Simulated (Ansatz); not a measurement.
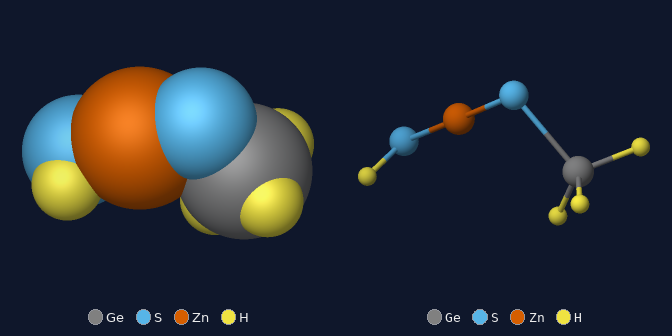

Two views of one molecule.

The computed structure is the end point of a PBE0-D4/def2-TZVP optimisation.

Identify the structure.

Formula GeH4S2Zn. This geometry has C1 symmetry. Coordination: 1 Ge tetrahedral; 2 S bent; 1 Zn linear.

More results for the same structure follow; atom numbers are the same in all pictures, views and colours differ.

**Geometry**

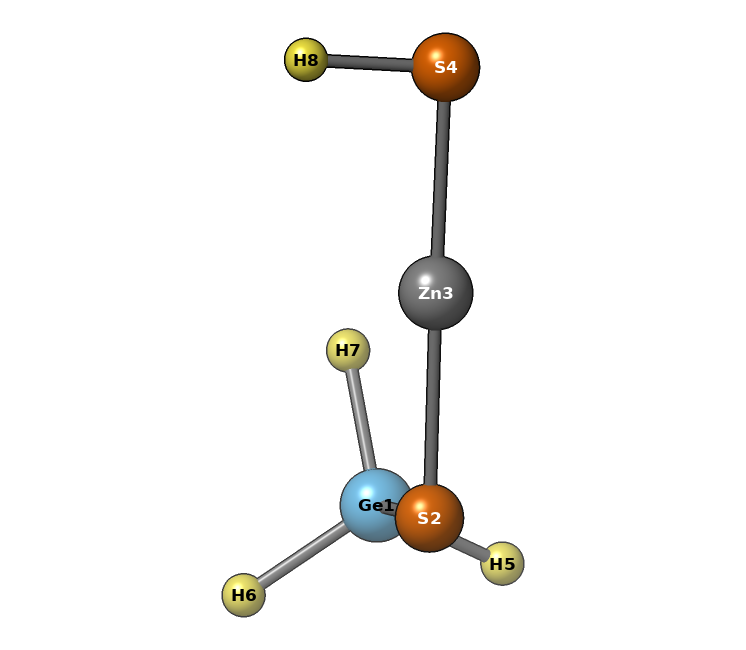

Ge1 lies behind S2. The molecule seen a little off the S2–Ge1 bond, S2 in front. Distant atoms are faded towards the background colour.

**What is the torsion angle Zn3–S2–Ge1–H5? The sign is positive where the front bond must turn clockwise to cover the back bond.**

114°, anticlinal.

**Dipole moment**

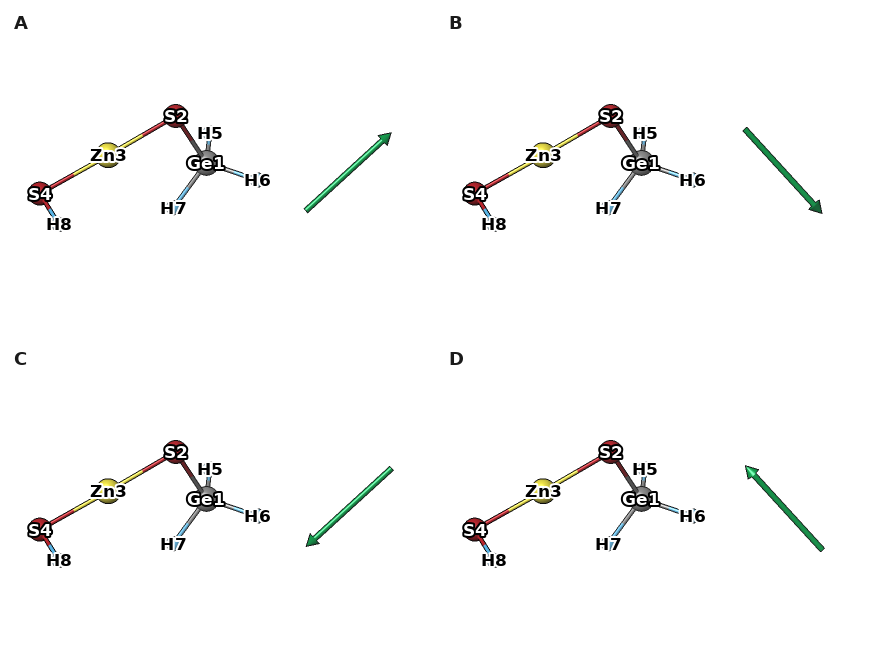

The same molecule four times, each with an arrow. Level of theory: RKS PBE0-D4/def2-TZVP (Ansatz 0.2.0).

**Which arrow points along the dipole moment, from the negative to the positive end?**

B. The dipole moment is 1.20 D; it points from the side of S4 to the side of H6 (the outermost atoms at the two ends).

**Electronic properties**

Level of theory: RKS PBE0-D4/def2-TZVPP (Ansatz 0.2.0).

**What is the HOMO energy (Kohn–Sham orbital)?**

−7.39 eV.

**What is the LUMO energy (Kohn–Sham orbital)?**

−1.06 eV.

**Give the dispersion correction at this level.**

−17.8 kJ/mol.

**Vibrations**

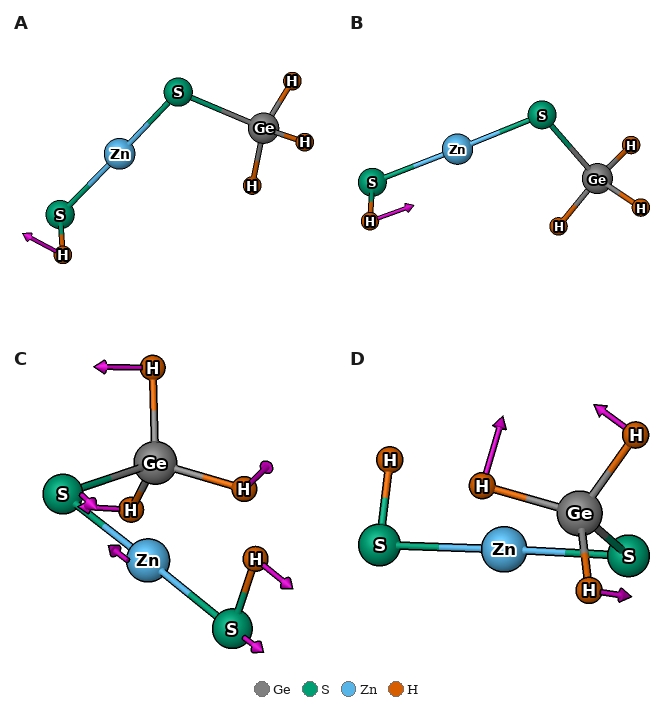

4 normal modes of one molecule or complex, as arrows. Harmonic vibrations computed with RKS PBE0-D4/def2-TZVP (Ansatz 0.2.0) at a stationary point of the same level.

**Match the panels to the wavenumbers 92 cm⁻¹, 465 cm⁻¹, 648 cm⁻¹, 871 cm⁻¹.**

A: 92 cm⁻¹
B: 648 cm⁻¹, H–S–Zn bending
C: 465 cm⁻¹, out-of-phase stretching of 2 Zn–S bonds
D: 871 cm⁻¹, H–Ge–H bending
